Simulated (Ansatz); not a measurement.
## Electronic structure of CH3AlBF in real space

```
atom    x (Å)    y (Å)    z (Å)
   F   0.6547  -3.1195   1.0032
  Al  -0.5474  -2.0615   0.5698
   B  -0.0439  -0.0569   0.4017
   C   0.2441   1.3043   0.2748
   H  -1.9982  -2.6511   0.3152
   H  -0.5101   2.0394  -0.0124
   H   1.2361   1.7226   0.4528
```

Level of theory: Ansatz 0.2.0, RKS r2SCAN-D4/6-31G*.

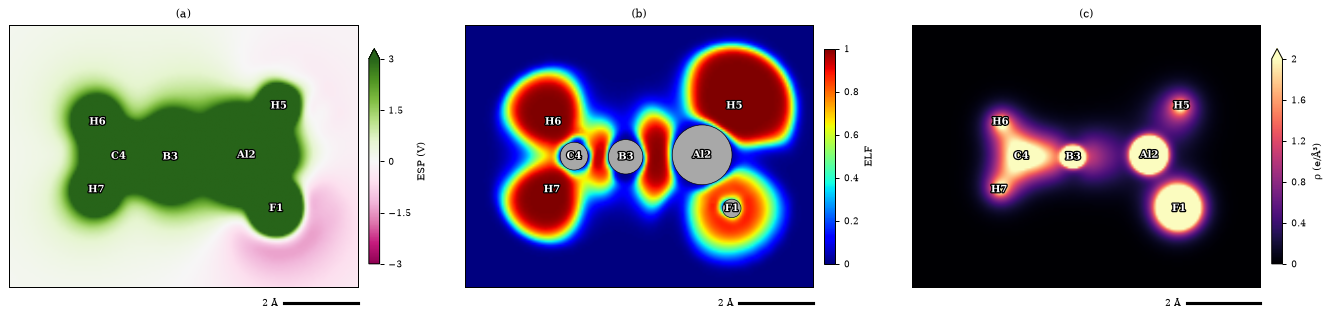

Figure 1. (a) molecular electrostatic potential; (b) electron localisation function; (c) total electron density on the molecular plane. Grey discs cover the atomic cores in the ELF map.

**Read the bonding off the picture.**

- The section cuts through F, Al, B, C and H sites.
- C–B (1.40 Å): ρ is about 1.9 e/Å³ halfway; the ELF peaks at about 0.95 between the atoms; a covalent bond.
- Al–F (1.66 Å): the density is about 0.82 e/Å³ at the midpoint; the ELF peaks at about 0.85 in the valence shell of F, 0.5 Å from its nucleus, and is about 0.30 at the midpoint.
- Al–B (2.07 Å): the density is about 0.62 e/Å³ at the midpoint; the ELF peaks at about 1 between the atoms, as expected for a shared electron pair.
- C–H (1.09 Å): ρ is about 1.9 e/Å³ halfway; the ELF climbs to about 1 towards the hydrogen, as it does in any bond to H; an ordinary covalent bond to hydrogen.
- Al–H (1.59 Å): ρ at the midpoint is about 0.53 e/Å³; the ELF climbs to about 1 towards the hydrogen.
- The ELF also peaks beside F1, away from the bonds: lone-pair regions.
- Outside the dense part of the molecule the potential is most negative (−1.4 V) near F1.

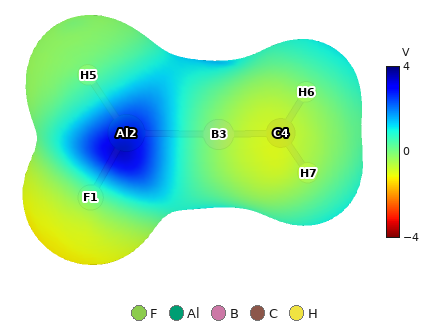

Figure 2. The molecular electrostatic potential painted on the density surface at 0.002 e/bohr³, seen across its widest extent; red is negative and blue positive.

**Which sites attract a positive test charge, and which a negative one?**

A positive charge is drawn to the negative regions and a negative charge to the positive ones. The most negative region (about −1.3 V, or −30 kcal/mol for a unit charge) lies over F1, the most positive (about +3.3 V, or +76 kcal/mol for a unit charge) over Al2.

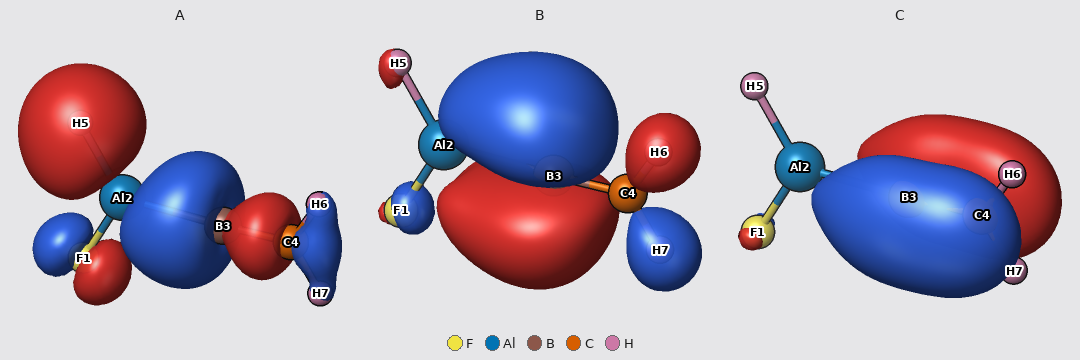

Figure 3. Three frontier orbitals at ±0.1 Å⁻³ᐟ² (red and blue are the two phases), in no order.

**Which picture is the HOMO−1, the HOMO and the LUMO?**

A is the HOMO−1 (−7.50 eV). It lies mainly on B3 (about 30 %), Al2 (about 25 %), H5 (about 25 %), F1 (about 10 %) and C4 (about 10 %); it is symmetric in the molecular plane (an in-plane orbital: σ, lone-pair or in-plane π type). C is the HOMO (−5.83 eV). By Hirshfeld shares it lies mainly on C4 (about 50 %) and B3 (about 40 %); it changes sign across the molecular plane (π type); π-bonding across B3–C4. B is the LUMO (−2.58 eV). It lies mainly on B3 (about 55 %), Al2 (about 20 %) and C4 (about 10 %); it is symmetric in the molecular plane (an in-plane orbital: σ, lone-pair or in-plane π type).

**What is the HOMO–LUMO gap?**

3.25 eV between the orbital energies.

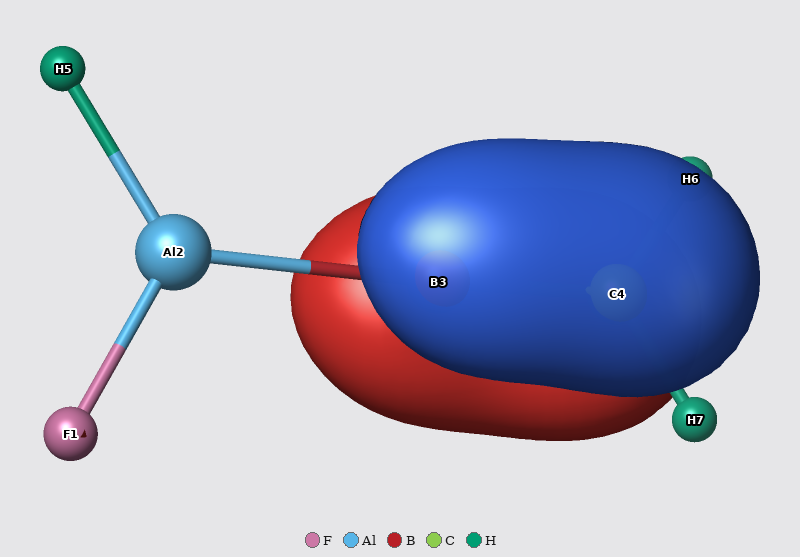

Figure 4. One frontier orbital at ±0.15 Å⁻³ᐟ² (red and blue are the two phases), seen at a tilt.

**Which orbital is it: HOMO or LUMO?**

The HOMO, at −5.83 eV. Its weight (Hirshfeld) is mainly on C4 (about 50 %) and B3 (about 40 %); it changes sign across the molecular plane (π type); π-bonding across B3–C4.
